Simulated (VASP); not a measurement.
Band structure of HfN (space group Fm-3m). Calculation: LDA (Ceperley-Alder, Perdew-Zunger), VASP's LDA PAW potentials (set 64) (plane waves; VASP 6.6.1).

Unless said otherwise, spin-orbit coupling is left out, though it shifts the bands of the heavy elements here.

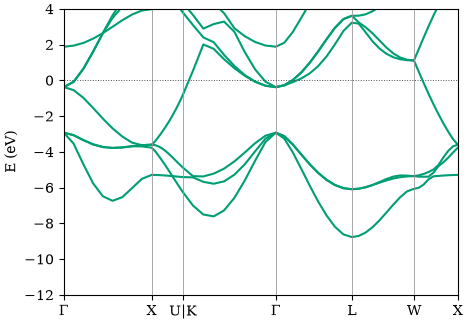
Figure. Bands along high-symmetry lines, zero at the valence-band maximum or, without a gap, the Fermi level

Question: Read the plot: is there a gap, and where are the band edges?

Answer: It has no gap at this level: it comes out as a metal or semimetal.

The structure is a typed HfN crystal. The cell was not relaxed at this level. The electron count is odd and the run is not spin-polarised, which forces a metal.
